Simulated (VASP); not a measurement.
Band structure of GaP (relaxed from the CsCl structure, space group Pm-3m). Method: r2SCAN meta-GGA, VASP's PBE PAW potentials (set 64) (plane waves; VASP 6.6.1).

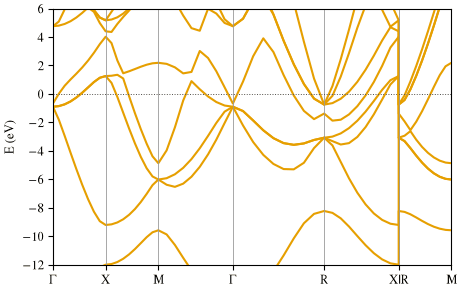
Fig. 1. Bands along high-symmetry lines, zero at the valence-band maximum or, without a gap, the Fermi level

Question: Read the plot: is there a gap, and where are the band edges?

Answer: It has no gap at this level: it comes out as a metal or semimetal.

The structure was generated: GaP was put into the CsCl type (Pm-3m), which need not be its known phase. It was relaxed first, which changed the volume by +25 %.
